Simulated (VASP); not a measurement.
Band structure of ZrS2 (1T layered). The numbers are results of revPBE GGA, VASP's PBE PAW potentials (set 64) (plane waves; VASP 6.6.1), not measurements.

Without a dispersion term in the relaxation, distances and binding between the weakly bound layers, chains or molecules are unreliable, and so is what depends on them.

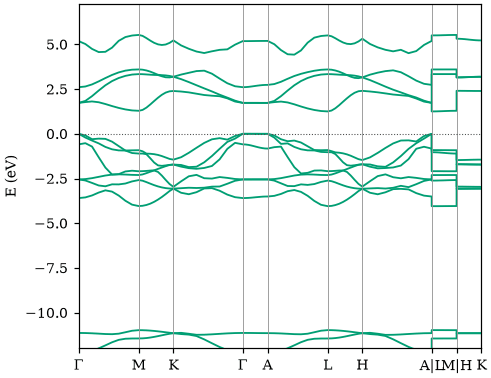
Bands along high-symmetry lines, zero at the valence-band maximum or, without a gap, the Fermi level

Q: Read the plot: is there a gap, and where are the band edges?

A: The gap is indirect, 1.25 eV, from the valence maximum at Γ to the conduction minimum at L. (Edges off the drawn lines would not show.)

Measured: gap 1.70 eV (computed value off by -0.45 eV), as given by Miłosz Rybak et al., Nanomaterials (2022), arXiv:2210.12074.

The compound is ZrS2 in the 1T layered structure. It was relaxed first, which changed the volume by +37 %.
